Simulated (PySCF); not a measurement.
System: C4H10Si2 (SMILES [SiH3]CC#CC[SiH3]).

Input

```
{"job": {"kind": "nmr", "xc": "PBE0", "basis": "pcSseg-1"}, "charge": 0, "multiplicity": 1}
Si    -2.730221     0.660995     0.680152
C     -1.993550    -1.031403     0.188238
C     -0.556242    -0.955626     0.057688
C      0.636700    -0.878919    -0.043107
C      2.072714    -0.773827    -0.166354
Si     2.652415     1.034260     0.041252
H     -2.156045     1.085201     1.957521
H     -4.183111     0.504575     0.806661
H     -2.421071     1.642924    -0.359857
H     -2.245604    -1.784330     0.940055
H     -2.419888    -1.367805    -0.760655
H      2.543787    -1.410208     0.587898
H      2.375536    -1.155140    -1.145328
H      4.110628     1.057846    -0.110382
H      2.027383     1.866517    -0.987353
H      2.278971     1.513884     1.372095
```

Command:

```sh
OMP_NUM_THREADS=1 python probes_run.py task.json out
```

Geometry: GFN2-xTB.

All numbers below come from PySCF 2.14.0, PBE0/pcSseg-1, SCF density, gas phase, non-relativistic.

Q: Predict the electron density and electron localisation function between the atoms.

A: C–C (1.20 Å): the density is about 2.7 e/Å³ at the midpoint; the ELF peaks at about 0.85 between the atoms; a multiple bond.
C–Si (1.91 Å): ρ at the midpoint is about 0.9 e/Å³; the ELF peaks at about 0.95 between the atoms; a shared electron pair.
Si–H (1.47 Å): ρ at the midpoint is about 0.8 e/Å³; the ELF climbs to about 1 towards the hydrogen, as it does in any bond to H.

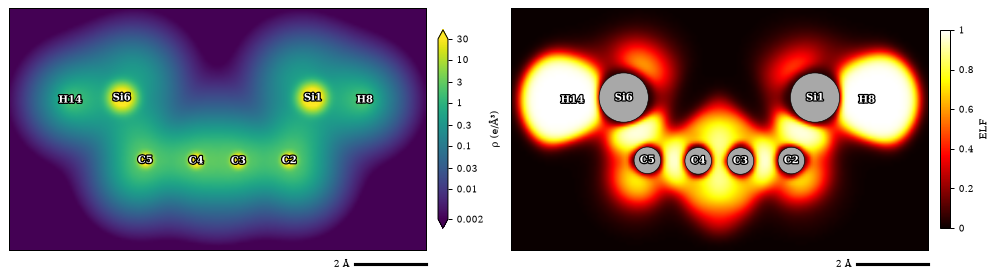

Computed electron density and electron localisation function on the plane of atoms C2, Si1 and H8, in this order. Grey discs cover the atomic cores in the ELF map. 
